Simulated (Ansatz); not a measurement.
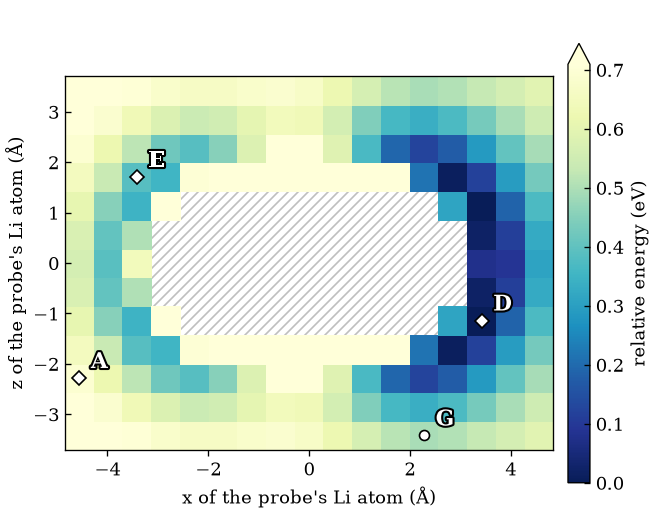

BCl₂HO with the probe Li+. The probe is moved over the plane through the molecule's long axis and the normal of its main plane. First axis: x of the probe's Li atom. Second axis: z of the probe's Li atom. Nothing is relaxed (molecule and probe rigid). The scan uses a 17 × 13 grid; 88 points were computed and 82 follow by symmetry. At 51 points there is no value (left out of the scan, as a rule where atoms come close). Energies: eV, counted from the lowest grid point. Method: RHF/def2-TZVP in Ansatz 0.2.0.

In the figure: one coloured cell a grid point, one colour for all values above the top of the scale, hatched blanks where no value was computed, lettered points.

**Is E the lowest point of the computed grid?**

No. E lies 0.39 eV above the lowest grid point, which is at x of the probe's Li atom = 3.42 Å, z of the probe's Li atom = −1.14 Å [nearest 1 Cl at 2.40 Å].

**Rank the lettered points by energy, lowest first.**

D (0.00 eV), E (0.39 eV), G (0.50 eV), A (0.69 eV).
